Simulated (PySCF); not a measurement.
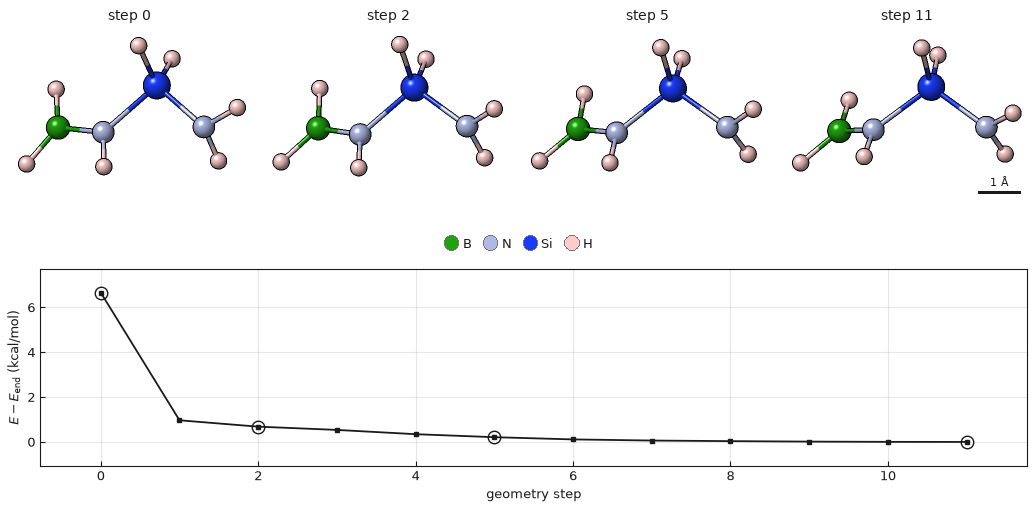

Frames of a relaxation of BSiN₂H₇, marked on the history of the run. The picture is a ball-and-stick view, seen at a tilt.

The start comes from GFN2-xTB. Its atoms were then displaced at random by about 0.01 Å.

Computed with PySCF, PBE0-D3(BJ)/def2-SVP geometry optimisation, gas phase. 

Describe the path.

The energy falls by 6.66 kcal/mol in 11 geometry steps. The largest move after the best rigid fit is that of an H atom, 0.58 Å. By element the largest moves are H 0.58 Å, N 0.24 Å, B 0.15 Å, Si 0.11 Å. Some distances before and after: B–H 1.145 → 1.211 Å, H–Si 1.440 → 1.492 Å, B–H 1.166 → 1.211 Å, H–Si 1.459 → 1.494 Å. Bond angles that change, for instance: N–Si–N 101.8° → 109.3°, H–N–H 106.9° → 111.6°, Si–N–H 116.9° → 120.3°. Groups turn about N–Si by about 30°, N–Si by about 20°. The run took 30 s on 1 thread of Arm Neoverse V1, on a shared host. From step 0 to 2: an H atom moves most (0.22 Å), energy −5.97 kcal/mol. From step 2 to 5: H atoms move most (0.25 Å), energy −0.47 kcal/mol. From step 5 to 11: H atoms move most (0.22 Å), energy −0.21 kcal/mol.
